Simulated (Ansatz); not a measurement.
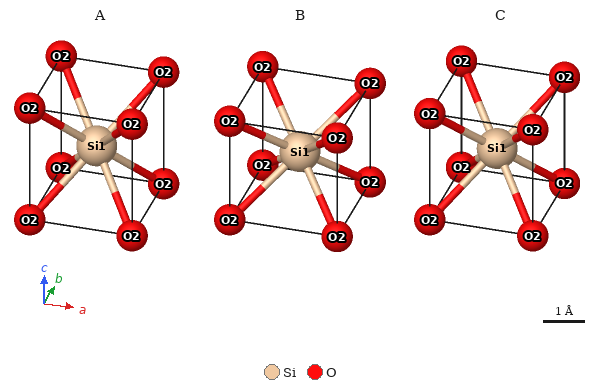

3 geometries from one relaxation of solid SiO (a generated structure, set up in P4/mmm) (coarse preliminary run), in shuffled order. Style: ball-and-stick. Shown: the cell of the calculation, from a free direction.

These are results of DFT PBE, scalar-relativistic, plane waves, PAW (Ansatz 0.2.0), not measurements. Settings: plane-wave cutoff 420 eV; k-point mesh 6 × 6 × 6; occupations gaussian; smearing width 0.1 eV; no spin polarisation; cell and atoms relaxed; force threshold 0.04 eV/Å; at most 70 steps.

Question: Put them in the order of the run, from the start to the converged end.

Answer: A, C, B. They are steps 0, 1, 8, at +0.170 eV per cell of the calculation, +54.6 meV per cell of the calculation relative to the last. After 6 accepted moves (8 points after the start) the energy has fallen by 0.170 eV per cell of the calculation. All forces vanish by symmetry, so only the cell relaxes. Pressure: −7.52 GPa at the start and −0.02 GPa at the end. The SCF was repeated twice at an unchanged geometry on a basis and grid sized afresh for the cell, which shifted the energy by 3.6 meV per cell of the calculation at most. No atom moves by more than 0.005 Å relative to the cell. Cell: a = b 2.668 → 2.799 Å (+4.9 %), c 3.229 → 2.850 Å (−11.7 %). Volume −2.8 %. Among the contacts that change: Si1–Si1 3.229 → 2.850 Å, Si1–Si1 (another image) 2.668 → 2.799 Å, Si1–O2 2.483 → 2.439 Å. The space group stays P4/mmm (No. 123).

Limits of the set-up: the k-point mesh is coarse for a cell with partly filled bands.
